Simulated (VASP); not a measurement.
Band structure of Ga₃InN₄ (ordered alloy cell). These are PBEsol GGA, VASP's PBE PAW potentials (set 64) (plane waves; VASP) values and carry that method's errors.

Unless said otherwise, spin-orbit coupling is left out, though it shifts the bands of the heavy elements here.

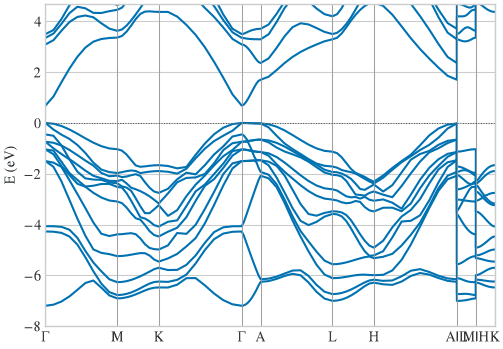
Fig. 1. Bands along high-symmetry lines, zero at the valence-band maximum or, without a gap, the Fermi level

### Question
Read the plot: is there a gap, and where are the band edges?

### Answer
The gap is direct, 0.69 eV, from the valence maximum at Γ to the conduction minimum at Γ. (Edges off the drawn lines would not show.)

The structure was generated: Ga3InN4 was put into an ordered model structure (P3m1), which need not be its known phase. It was relaxed first.
